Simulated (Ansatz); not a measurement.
# BF3 (boron trifluoride): r2SCAN0/aug-cc-pVDZ

Aim: the vertical electron affinity of BF3 (boron trifluoride) at r2SCAN0/aug-cc-pVDZ, from 2 runs. 

The calculation is run with Ansatz 0.2.0.

37 further runs of the same task are left out: 1 that didn't finish, 36 set aside as unsound or not needed.

## (1) The molecule

The species is BF3 (4 atoms), meant as a singlet with charge 0. SMILES: `FB(F)F`. Geometry: relaxed at PBE0-D4/def2-TZVP.

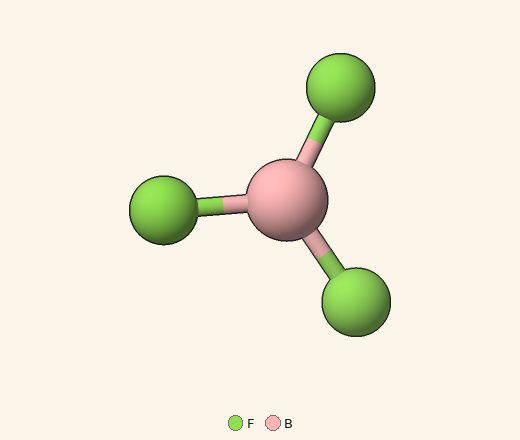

The structure, seen from a chosen angle (fluorine green, boron pink).

## (2) A single-point energy at r2SCAN0/aug-cc-pVDZ

File molecule.yaml:

```yaml
crystal:
  periodic: [false, false, false]
  atoms:
    - {symbol: F, position_ang: [0.543870, 0.210740, 1.174280]}
    - {symbol: B, position_ang: [0.000020, -0.000000, 0.000010]}
    - {symbol: F, position_ang: [-0.265170, -1.223510, -0.389620]}
    - {symbol: F, position_ang: [-0.278730, 1.012770, -0.784660]}
basis:
  gaussian: {orbitals: aug-cc-pVDZ}
hamiltonian: {xc: {name: r2SCAN0}}
accuracy: high
output: {orbitals: {seedname: orbitals}}
```

Started as:

```sh
ansatz run molecule.yaml --threads 1 --pin off --max-ram 3480MiB --events-out events.jsonl --progress --plain --runs-dir runs
```

Standard output:

```text
Warning: RAYON_NUM_THREADS=1 ignored (pool sized by the plan → 1); use --threads N
Functional definition: r2SCAN0
  name "r2SCAN0"
  parameter a = 0.25
  parameter k0 = 0.174
  parameter k1 = 0.065
  parameter a1 = 4.9479
  exchange = (1 - a)*r2scan_x(k0 = k0, k1 = k1, a1 = a1) + a*exact_x
  correlation = r2scan_c
1815 factors; integrals over basis functions are off by at most 3.4e-9 eV
mean field evaluation 1: about -8825.2509 eV, gradient 4.2e1 eV
mean field evaluation 2: about -8824.0508 eV, gradient 5.2e1 eV
mean field evaluation 4: about -8827.7637 eV, gradient 3.0e-1 eV
mean field evaluation 8: about -8827.7694 eV, gradient 2.5e-3 eV
mean field evaluation 16: about -8827.7694 eV, gradient 9.1e-9 eV
mean field -8827.76943326 eV, -324.4145429952 hartree, gradient 1.7e-8 eV, S^2 0.000000; 0 other end points of the search recorded, 0 dependent functions left out
reference -8827.76943462 eV, -324.4145430453 hartree; 16, 16 occupied and 76, 76 virtual orbitals, 1815 factors
Total energy: -8827.76943462 eV, -324.4145430453 hartree
```

Wall time 6.6 s (1 thread of Arm Neoverse V2, shared host); peak memory 0.3 GiB.

## (3) The doublet anion at the same level

File job.yaml:

```yaml
basis:
  gaussian:
    orbitals: aug-cc-pVDZ
crystal:
  periodic: [false, false, false]
  atoms:
    - {symbol: F, position_ang: [0.543870, 0.210740, 1.174280]}
    - {symbol: B, position_ang: [0.000020, -0.000000, 0.000010]}
    - {symbol: F, position_ang: [-0.265170, -1.223510, -0.389620]}
    - {symbol: F, position_ang: [-0.278730, 1.012770, -0.784660]}
total_charge: -1
magnetization:
  spin_polarized: true
  initial_magnetization: 1
hamiltonian:
  xc: {name: r2SCAN0}
accuracy: high
output: {orbitals: {seedname: orbitals}}
```

Started as:

```sh
ansatz run job.yaml --threads 1 --pin off --max-ram 3480MiB --events-out events.jsonl --progress --plain --runs-dir runs
```

Standard output:

```text
Warning: RAYON_NUM_THREADS=1 ignored (pool sized by the plan → 1); use --threads N
[... 8 set-up lines as earlier in the session ...]
1815 factors; integrals over basis functions are off by at most 3.3e-9 eV
mean field evaluation 1: about -8825.8139 eV, gradient 1.2e1 eV
mean field evaluation 2: about -8826.2898 eV, gradient 7.7e0 eV
mean field evaluation 4: about -8826.5038 eV, gradient 8.2e-1 eV
mean field evaluation 8: about -8826.6536 eV, gradient 2.3e-2 eV
mean field evaluation 16: about -8826.6536 eV, gradient 3.5e-4 eV
mean field evaluation 32: about -8826.6536 eV, gradient 4.9e-6 eV
mean field evaluation 64: about -8826.8456 eV, gradient 1.9e-8 eV
mean field evaluation 96: about -8826.4242 eV, gradient 1.7e0 eV
mean field -8826.84559109 eV, -324.3805924219 hartree, gradient 8.0e-8 eV, S^2 0.750172; 16 other end points of the search recorded, 0 dependent functions left out
reference -8826.84560008 eV, -324.3805927522 hartree; 17, 16 occupied and 75, 76 virtual orbitals, 1815 factors
Total energy: -8826.84560008 eV, -324.3805927522 hartree
```

Wall time 87 s (1 thread of Arm Neoverse V2, shared host); peak memory 0.54 GiB.

## (4) What came out

Level: r2SCAN0/aug-cc-pVDZ.

| quantity | value |
| --- | --- |
| singlet BF3: total energy | -324.41454 Eh |
| singlet BF3: HOMO energy | -12.69 eV |
| singlet BF3: LUMO energy | 0.28 eV |
| singlet BF3: HOMO–LUMO gap | 12.97 eV |
| doublet anion: total energy | -324.38059 Eh |
| doublet anion: HOMO energy (highest over α and β) | 2.00 eV |
| doublet anion: LUMO energy (lowest over α and β) | 2.78 eV |
| doublet anion: ⟨S²⟩ | 0.750 |
| vertical electron affinity (to the doublet anion) | -0.924 eV |

In words: The anion lies 0.92 eV (89.1 kJ/mol) above the neutral: the electron isn't bound at this level, and such a value depends on the basis. The HOMO (doublet anion) lies at positive energy, 2.00 eV; only total energies tell whether the electron is bound.
